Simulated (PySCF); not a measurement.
# One shape, several levels: LiI (Lithium Iodide)

Wanted: a comparison of 3 runs (HF/3-21G, PBE0/def2-SVP, PBE0/def2-TZVP) of LiI (Lithium Iodide). 

The results are computed with PySCF 2.14.0.

### Step 1. Starting point

The species is LiI (2 atoms), meant as a singlet with charge 0. As SMILES, `[Li][I]`. The bond length is the measured one.

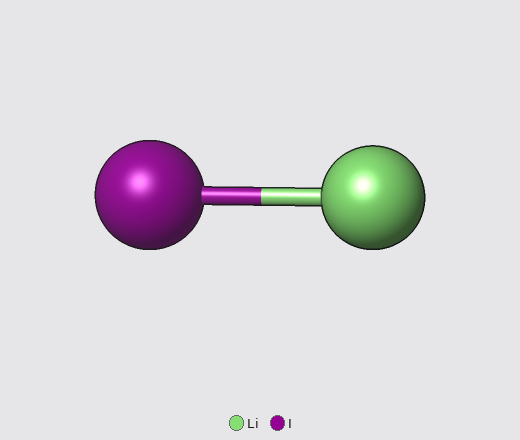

Viewed from a chosen angle; lithium green, iodine purple.

### Step 2. Energy and forces at HF/3-21G (run 1)

run.py reads:

```python
from pyscf import gto

system = gto.M(
    atom='Li 0.000000 0.000000 0.000000; I 0.000000 0.000000 2.391924',
    spin=0,
    basis='3-21g',
    max_memory=1860,
    charge=0,
    verbose=3,
)

mf = system.RHF()
mf.conv_tol = 1e-10
mf.kernel()
if not mf.converged:
    mf = mf.newton().run(mf.mo_coeff, mf.mo_occ)

e_final = mf.e_tot
print('Final energy', e_final)
grad = mf.nuc_grad_method().kernel()
dip = mf.dip_moment()
pop, q = mf.mulliken_pop()
```

Run with:

```
$ OMP_NUM_THREADS=1 python run.py
```

Output:

```text
converged SCF energy = -6894.78823134581
Final energy -6894.788231345806
--------------- RHF gradients ---------------
         x                y                z
0 Li    -0.0000000000     0.0000000000     0.0126109712
1 I     0.0000000000    -0.0000000000    -0.0126109712
----------------------------------------------
Dipole moment(X, Y, Z, Debye): -0.00000,  0.00000, -7.74107
 ** Mulliken pop  **
pop of  0 Li 1s           1.98453
pop of  0 Li 2s           0.21021
pop of  0 Li 3s          -0.00107
pop of  0 Li 2px          0.06337
pop of  0 Li 2py          0.06337
pop of  0 Li 2pz          0.18088
pop of  0 Li 3px          0.03518
pop of  0 Li 3py          0.03518
pop of  0 Li 3pz         -0.01234
pop of  1 I 1s            1.99987
pop of  1 I 2s            1.99993
pop of  1 I 3s            1.99636
pop of  1 I 4s            1.99916
pop of  1 I 5s            0.89329
pop of  1 I 6s            1.08996
pop of  1 I 2px           1.99933
pop of  1 I 2py           1.99933
pop of  1 I 2pz           1.99931
pop of  1 I 3px           1.99897
pop of  1 I 3py           1.99897
pop of  1 I 3pz           1.99893
pop of  1 I 4px           1.98843
pop of  1 I 4py           1.98843
pop of  1 I 4pz           1.98778
pop of  1 I 5px           0.86864
pop of  1 I 5py           0.86864
pop of  1 I 5pz           0.87083
pop of  1 I 6px           1.04633
pop of  1 I 6py           1.04633
pop of  1 I 6pz           0.80399
pop of  1 I 3dxy          2.00000
pop of  1 I 3dyz          1.99997
pop of  1 I 3dz^2         1.99978
pop of  1 I 3dxz          1.99997
pop of  1 I 3dx2-y2       2.00000
pop of  1 I 4dxy          2.00000
pop of  1 I 4dyz          1.99978
pop of  1 I 4dz^2         1.99859
pop of  1 I 4dxz          1.99978
pop of  1 I 4dx2-y2       2.00000
 ** Mulliken atomic charges  **
charge of    0Li =      0.44069
charge of    1I =     -0.44069
```

Run time: 1.6 s. Hardware: 1 thread of Intel Xeon at 2.70GHz, shared host; peak memory 0.12 GiB.

### Step 3. Energy and gradient at PBE0/def2-SVP (core potential) (run 2)

calc.py reads:

```python
from pyscf import gto, dft

mol = gto.M(
    atom='Li 0.000000 0.000000 0.000000; I 0.000000 0.000000 2.391924',
    max_memory=1860,
    verbose=4,
    basis='def2-svp',
    ecp={'I': 'def2-svp'},
)

calc0 = dft.RKS(mol, xc='pbe0')
calc0.conv_tol = 1e-10
calc0.grids.level = 5
calc0.kernel()
if not calc0.converged:
    calc0 = calc0.newton().run(calc0.mo_coeff, calc0.mo_occ)

e_tot = calc0.e_tot
print(f'total energy: {e_tot:.8f} hartree')
grad = calc0.nuc_grad_method().kernel()
calc0.analyze()
```

Run with:

```
$ OMP_NUM_THREADS=1 python calc.py
```

Output:

```text
PySCF version 2.14.0

[INPUT] num. atoms = 2
[INPUT] num. electrons = 28
[INPUT] charge = 0
[INPUT] spin (= nelec alpha-beta = 2S) = 0
[INPUT] symmetry False subgroup None
[INPUT] Mole.unit = angstrom
[INPUT] Symbol           X                Y                Z      unit          X                Y                Z       unit  Magmom
[INPUT]  1 Li     0.000000000000   0.000000000000   0.000000000000 AA    0.000000000000   0.000000000000   0.000000000000 Bohr   0.0
[INPUT]  2 I      0.000000000000   0.000000000000   2.391924000000 AA    0.000000000000   0.000000000000   4.520081270774 Bohr   0.0

nuclear repulsion = 16.5926220143282
number of shells = 15
number of NR pGTOs = 77
number of NR cGTOs = 35
basis = def2-svp
ecp = {'I': 'def2-svp'}

[... 64 lines left out ...]
Total Energy =                        -305.279801000686462
[... 3 lines left out ...]
Two-electron Coulomb Energy =          265.111182356886559
[... 5 lines left out ...]
MO #3   energy= -4.83115720523719  occ= 2
[... 3 lines left out ...]
MO #7   energy= -1.86060879348296  occ= 2
[... 3 lines left out ...]
MO #11  energy= -0.632635013885318 occ= 2
[... 3 lines left out ...]
MO #15  energy= -0.055459132558779 occ= 0
[... 3 lines left out ...]
MO #19  energy= 0.119473235690267  occ= 0
[... 3 lines left out ...]
MO #23  energy= 0.460952518493268  occ= 0
[... 3 lines left out ...]
MO #27  energy= 0.513452753700786  occ= 0
[... 3 lines left out ...]
MO #31  energy= 0.771309664338897  occ= 0
[... 3 lines left out ...]
MO #35  energy= 56.0317122687989   occ= 0
[... 1 line left out ...]
 ** Mulliken pop  **
pop of  0 Li 1s           1.99877
pop of  0 Li 2s           0.35729
pop of  0 Li 3s           0.06346
pop of  0 Li 2px          0.12450
pop of  0 Li 2py          0.12450
pop of  0 Li 2pz          0.17989
pop of  0 Li 3px          0.00176
pop of  0 Li 3py          0.00176
pop of  0 Li 3pz          0.06446
pop of  1 I 4s            1.78310
pop of  1 I 5s            1.92255
pop of  1 I 6s            0.08437
pop of  1 I 7s            0.17336
pop of  1 I 4px           0.03130
pop of  1 I 4py           0.41977
pop of  1 I 4pz           0.41977
pop of  1 I 5px           1.81367
pop of  1 I 5py           1.61427
pop of  1 I 5pz           1.61427
pop of  1 I 6px           0.25785
pop of  1 I 6py           1.84063
pop of  1 I 6pz           1.84063
pop of  1 I 7px           1.28195
pop of  1 I 7py           0.00194
pop of  1 I 7pz           0.00194
pop of  1 I 4dxy          1.75771
pop of  1 I 4dyz          1.75823
pop of  1 I 4dz^2         1.75771
pop of  1 I 4dxz          1.75838
pop of  1 I 4dx2-y2       1.99875
pop of  1 I 5dxy          0.23943
pop of  1 I 5dyz          0.22974
pop of  1 I 5dz^2         0.23943
pop of  1 I 5dxz          0.24162
pop of  1 I 5dx2-y2       0.00125
 ** Mulliken atomic charges  **
charge of    0Li =      0.08360
charge of    1I =     -0.08360
Dipole moment(X, Y, Z, Debye): -0.00000,  0.00000, -7.34441
```

Wall time 7.8 s (1 thread of Intel Xeon at 2.70GHz, shared host); peak memory 0.39 GiB.

### Step 4. Energy and forces at PBE0/def2-TZVP (core potential) (run 3)

job.py reads:

```python
# Lithium Iodide
import pyscf.grad
from pyscf import gto, dft

molecule = gto.Mole()
molecule.atom = 'Li 0.000000 0.000000 0.000000; I 0.000000 0.000000 2.391924'
molecule.ecp = {'I': 'def2-svp'}
molecule.spin = 0
molecule.verbose = 4
molecule.max_memory = 1860
molecule.basis = 'def2-tzvp'
molecule.build()

calc0 = dft.RKS(molecule)
calc0.xc = 'pbe0'
calc0.grids.level = 5
calc0.conv_tol = 1e-10
calc0.kernel()
if not calc0.converged:
    calc0 = calc0.newton().run(calc0.mo_coeff, calc0.mo_occ)

e_final = calc0.e_tot
print('E(%s) = %.9f' % ('PBE0', e_final))
grad = calc0.Gradients().kernel()
dip = calc0.dip_moment()
pop, q = calc0.mulliken_pop()
```

Run with:

```
$ OMP_NUM_THREADS=1 python job.py
```

Output:

```text
PySCF version 2.14.0

[INPUT] num. atoms = 2
[INPUT] num. electrons = 28
[INPUT] charge = 0
[INPUT] spin (= nelec alpha-beta = 2S) = 0
[INPUT] symmetry False subgroup None
[INPUT] Mole.unit = angstrom
[INPUT] Symbol           X                Y                Z      unit          X                Y                Z       unit  Magmom
[INPUT]  1 Li     0.000000000000   0.000000000000   0.000000000000 AA    0.000000000000   0.000000000000   0.000000000000 Bohr   0.0
[INPUT]  2 I      0.000000000000   0.000000000000   2.391924000000 AA    0.000000000000   0.000000000000   4.520081270774 Bohr   0.0

nuclear repulsion = 16.5926220143282
number of shells = 24
number of NR pGTOs = 115
number of NR cGTOs = 64
basis = def2-tzvp
ecp = {'I': 'def2-svp'}

[... 54 lines left out ...]
converged SCF energy = -305.294455736867
[... 10 lines left out ...]
Dipole moment(X, Y, Z, Debye):  0.00000,  0.00000, -7.28216
[... 28 lines left out ...]
pop of  1 I 6py           0.47450
pop of  1 I 6pz           0.44479
pop of  1 I 7px           0.97093
pop of  1 I 7py           0.97093
pop of  1 I 7pz           0.97642
pop of  1 I 8px           0.50416
pop of  1 I 8py           0.50416
pop of  1 I 8pz           0.42840
pop of  1 I 4dxy          1.83630
pop of  1 I 4dyz          1.83545
pop of  1 I 4dz^2         1.83486
pop of  1 I 4dxz          1.83545
pop of  1 I 4dx2-y2       1.83630
pop of  1 I 5dxy          0.16020
pop of  1 I 5dyz          0.16085
pop of  1 I 5dz^2         0.16187
pop of  1 I 5dxz          0.16085
pop of  1 I 5dx2-y2       0.16020
pop of  1 I 6dxy          0.00350
pop of  1 I 6dyz          0.00830
pop of  1 I 6dz^2         0.01335
pop of  1 I 6dxz          0.00830
pop of  1 I 6dx2-y2       0.00350
pop of  1 I 4f-3          0.00000
pop of  1 I 4f-2          0.00000
pop of  1 I 4f-1          0.00027
pop of  1 I 4f+0          0.00069
pop of  1 I 4f+1          0.00027
pop of  1 I 4f+2          0.00000
pop of  1 I 4f+3          0.00000
pop of  1 I 5f-3          0.00000
pop of  1 I 5f-2          0.00000
pop of  1 I 5f-1          0.00001
pop of  1 I 5f+0          0.00001
pop of  1 I 5f+1          0.00001
pop of  1 I 5f+2          0.00000
pop of  1 I 5f+3          0.00000
 ** Mulliken atomic charges  **
charge of    0Li =      0.69948
charge of    1I =     -0.69948
```

It took 9.6 s on 1 thread of Intel Xeon at 2.70GHz, shared host; peak memory 0.63 GiB.

### Step 5. All runs side by side

```csv
run,level,core potential,integration grid,energy (Eh),dipole moment (D),HOMO energy (eV),LUMO energy (eV),wall time
1,HF/3-21G,–,–,-6894.788231,7.74,-8.58,-0.34,1.6 s
2,PBE0/def2-SVP (core potential),def2-svp,5,-305.279801,7.34,-6.20,-1.51,7.8 s
3,PBE0/def2-TZVP (core potential),def2-svp,5,-305.294456,7.28,-6.33,-1.56,9.6 s
```

### Step 6. What came out

| quantity | value |
| --- | --- |
| run 3: total energy | -305.29446 Eh |
| run 3: dipole moment | 7.28 D |
| run 3: HOMO energy | -6.33 eV |
| run 3: LUMO energy | -1.56 eV |
| run 3: HOMO–LUMO gap | 4.77 eV |
| run 3: largest force on an atom | 0.024 eV/Å |

What this shows: The dipole moment (its size) runs from 7.28 D (PBE0/def2-TZVP) to 7.74 D (HF/3-21G). The two ends differ in method and basis and core potential. The HOMO–LUMO gap runs from 4.69 eV (PBE0/def2-SVP) to 8.24 eV (HF/3-21G). Some runs of one species differ in core potentials or relativity; totals across that change don't compare. In run 1 relativity is left out where basis or elements ask for it. All runs together took 19 s, the longest 9.6 s.
